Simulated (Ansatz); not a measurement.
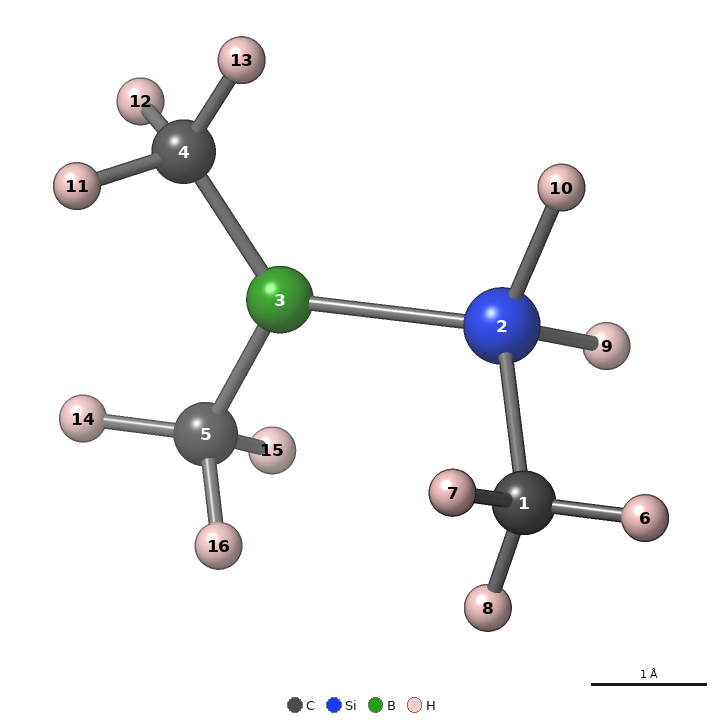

Orthographic view. Depth is shown by fading: the farther an atom, the more it takes the colour of the background. The computed structure is the end point of a PBE-D4/def2-SVP optimisation. No frequency run is at hand to confirm it as a minimum.

Write a MOL file (V2000) with the atoms in numerical order, bonds sorted by atom number with the orders drawn, and coordinates in the frame of the picture: x right, y up, z towards the viewer, origin at the mean position.

```
C3H11BSi
                    3D

 16 15  0  0  0  0  0  0  0  0999 V2000
    1.5800   -1.3100    1.3300 C   0  0  0  0  0  0  0  0  0  0  0  0
    1.3900    0.2300    0.2200 Si  0  0  0  0  0  4  0  0  0  0  0  0
   -0.5500    0.4500   -0.4100 B   0  0  0  0  0  0  0  0  0  0  0  0
   -1.3800    1.7400   -0.0800 C   0  0  0  0  0  0  0  0  0  0  0  0
   -1.1900   -0.7200   -1.2400 C   0  0  0  0  0  0  0  0  0  0  0  0
    2.6300   -1.4500    1.6400 H   0  0  0  0  0  0  0  0  0  0  0  0
    0.9600   -1.2300    2.2400 H   0  0  0  0  0  0  0  0  0  0  0  0
    1.2600   -2.2300    0.7900 H   0  0  0  0  0  0  0  0  0  0  0  0
    2.3000    0.0500   -0.9800 H   0  0  0  0  0  0  0  0  0  0  0  0
    1.9100    1.4300    0.9700 H   0  0  0  0  0  0  0  0  0  0  0  0
   -2.3100    1.4400    0.4600 H   0  0  0  0  0  0  0  0  0  0  0  0
   -1.7600    2.1800   -1.0300 H   0  0  0  0  0  0  0  0  0  0  0  0
   -0.8800    2.5400    0.5000 H   0  0  0  0  0  0  0  0  0  0  0  0
   -2.2600   -0.5800   -1.5100 H   0  0  0  0  0  0  0  0  0  0  0  0
   -0.6100   -0.8600   -2.1800 H   0  0  0  0  0  0  0  0  0  0  0  0
   -1.0800   -1.6900   -0.7100 H   0  0  0  0  0  0  0  0  0  0  0  0
  1  2  1  0
  1  6  1  0
  1  7  1  0
  1  8  1  0
  2  3  1  0
  2  9  1  0
  2 10  1  0
  3  4  1  0
  3  5  1  0
  4 11  1  0
  4 12  1  0
  4 13  1  0
  5 14  1  0
  5 15  1  0
  5 16  1  0
M  END
```
